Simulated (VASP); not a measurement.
Band structure of Ti₃Al (space group P6_3/mmc). All values below come from PBEsol GGA, VASP's PBE PAW potentials (set 64) (plane waves; VASP).

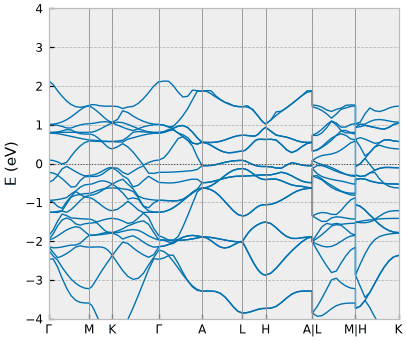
Figure: Bands along high-symmetry lines, zero at the valence-band maximum or, without a gap, the Fermi level

Q: Read the plot: is there a gap, and where are the band edges?

A: It has no gap at this level: it comes out as a metal or semimetal. (Edges off the drawn lines would not show.)

The structure comes from a measured Ti3Al entry (P6_3/mmc) of the Crystallography Open Database, whose conditions weren't checked. It was relaxed first.
